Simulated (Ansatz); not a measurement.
**Abstraction of Br: SnH3Br + CCl2F → SnH3 + CBrCl2F**

Species: SnH3Br `[Br][SnH3]`, singlet; CCl2F (dichlorofluoromethyl radical) `F[C](Cl)Cl`, doublet; SnH3 `[SnH3]`, doublet; CBrCl2F `FC(Cl)(Cl)Br`, singlet. A radical takes Br: the energy is the difference in strength between the Sn–Br bond broken and the C–Br bond made.

Shapes, held fixed at every level: PBE0-D4/def2-TZVP. Programs: Ansatz 0.2.0. The zero-point and thermal change to 298 K, harmonic and unscaled (PBE0-D4/def2-TZVP), is -2.8 kJ/mol.

```json
{"level": "HF/def2-SVP", "kind": "Hartree–Fock", "ΔH(298 K) (kJ/mol)": "+136.8", "less CCSD(T)/def2-TZVPP": "+52.6"}
{"level": "PBE-D4/def2-TZVPP", "kind": "GGA", "ΔH(298 K) (kJ/mol)": "+83.0", "less CCSD(T)/def2-TZVPP": "-1.2"}
{"level": "r2SCAN-D4/def2-TZVPP", "kind": "meta-GGA", "ΔH(298 K) (kJ/mol)": "+97.2", "less CCSD(T)/def2-TZVPP": "+13.0"}
{"level": "PBE0-D4/def2-TZVPP", "kind": "global hybrid", "ΔH(298 K) (kJ/mol)": "+93.6", "less CCSD(T)/def2-TZVPP": "+9.4"}
{"level": "wB97X-V/def2-TZVPP", "kind": "range-separated hybrid", "ΔH(298 K) (kJ/mol)": "+97.7", "less CCSD(T)/def2-TZVPP": "+13.5"}
{"level": "CCSD/def2-TZVPP", "kind": "coupled cluster or CI", "ΔH(298 K) (kJ/mol)": "+91.1", "less CCSD(T)/def2-TZVPP": "+6.9"}
{"level": "CCSD(T)/def2-TZVPP", "kind": "coupled cluster or CI", "ΔH(298 K) (kJ/mol)": "+84.2", "less CCSD(T)/def2-TZVPP": "0.0"}
```

The highest level, CCSD(T)/def2-TZVPP, gives ΔH(298 K) = +84.2 kJ/mol; the levels span +83.0 to +136.8. The column of differences is taken from that level and isn't an error. No measured value is set beside it here. Open shells run unrestricted unless RO is named. For atoms past krypton def2 sets carry core potentials with scalar relativity. Relativity is left out for Br unless named. Correlated rows may include outer-core shells of Br, Sn, which these sets cover unevenly.

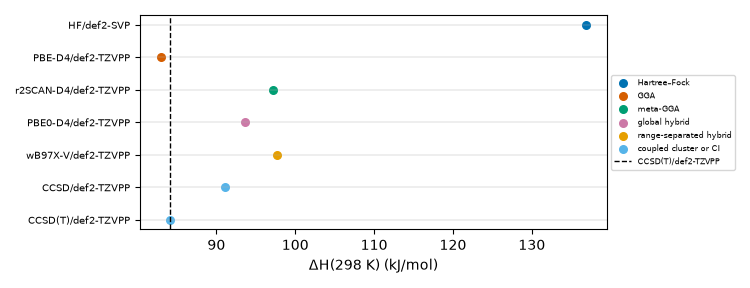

The values of the table, level by level.
